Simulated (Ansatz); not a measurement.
**TiSi2, pressure series**

The reference is TiSi2 (space group Fddd, No. 70).

```cif
data_Si4Ti2
_chemical_formula_sum 'Si4 Ti2'
_space_group_name_H-M_alt 'P 1'
_space_group_IT_number 1
_cell_length_a 5.89838
_cell_length_b 4.87101
_cell_length_c 4.73220
_cell_angle_alpha 75.774
_cell_angle_beta 53.177
_cell_angle_gamma 51.049
loop_
_space_group_symop_operation_xyz
  'x, y, z'
loop_
_atom_site_label
_atom_site_type_symbol
_atom_site_fract_x
_atom_site_fract_y
_atom_site_fract_z
_atom_site_occupancy
Si1 Si 0.66372 0.33628 0.66372 1
Si2 Si 0.33628 0.66372 0.33628 1
Si3 Si 0.58628 0.91372 0.58628 1
Si4 Si 0.91372 0.58628 0.91372 1
Ti1 Ti 0.00000 0.00000 0.00000 1
Ti2 Ti 0.25000 0.25000 0.25000 1
```

Cell and atoms are relaxed at each pressure.

Level of theory: Kohn–Sham DFT with the PBEsol functional, run in Ansatz (a program for electronic structure) with PAW and 420 eV plane waves, no spin-orbit coupling.

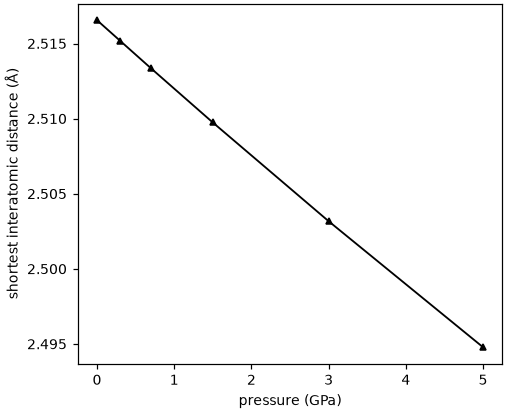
Shortest interatomic distance against pressure

Problem. From the plot, what is the shortest interatomic distance for pressure 0.3 GPa?

Solution. About 2.515 Å.

Problem. Is the trend monotonic over the range shown?

Solution. Yes, it falls throughout, spanning 2.495 Å to 2.517 Å.

Load acts through the strain it causes; cell and atoms are relaxed under it. No phonon test of stability was made. No other phases were tried under pressure. The final runs are not spin-polarised.
